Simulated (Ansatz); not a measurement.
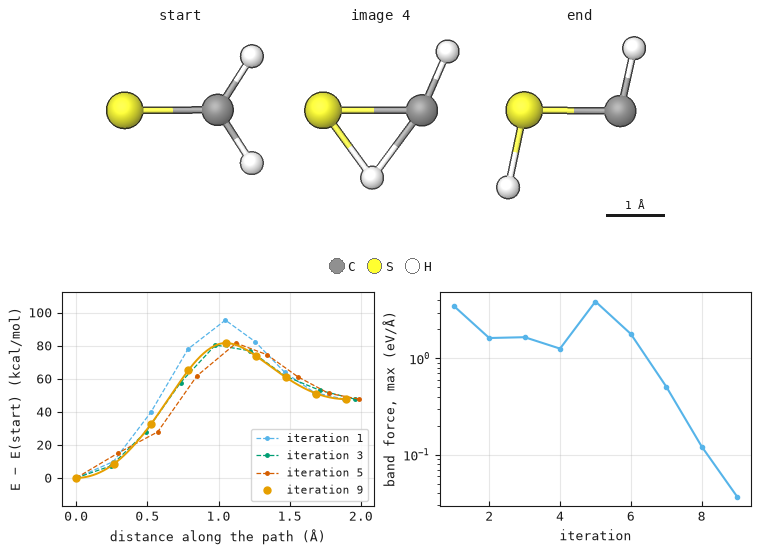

NEB run on CH₂S. Images are numbered from 0 (start) to 8 (end). The plot follows the band through its iterations. A ball-and-stick model, seen face on.

Theory: RKS B3LYP/def2-SVP in Ansatz. Settings: 7 movable images; climbing image; force threshold 0.05 eV/Å; iteration limit 60; starting path through a guess of the saddle point.

Did the band converge, and can the barrier be trusted?

The result is final at these settings. The band converged in 9 iterations. The largest component of the band force went from 3.5 to 0.037 eV/Å. The climbing image converged on the top of the path. Its vibrational analysis gives one imaginary mode (1770i cm⁻¹), as a transition state must have. The first iteration put the highest image at 95.4 kcal/mol. The highest point, image 4, lies 81.6 kcal/mol above the start and 33.9 kcal/mol above the end; the end is at +47.6 kcal/mol relative to the start.
